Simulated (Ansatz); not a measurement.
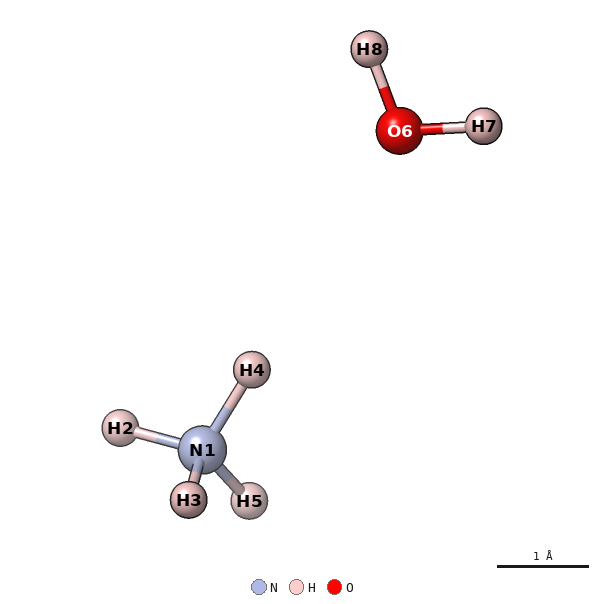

Simulated data, not a measurement (program: Ansatz).

Orthographic view. Distant atoms are faded towards the background colour. Charge +1, singlet. Geometry: a pair of rigid molecules at a changed separation.

Write the connection table.

N1: H2, H3, H4, H5
H2: N1
H3: N1
H4: N1
H5: N1
O6: H7, H8
H7: O6
H8: O6
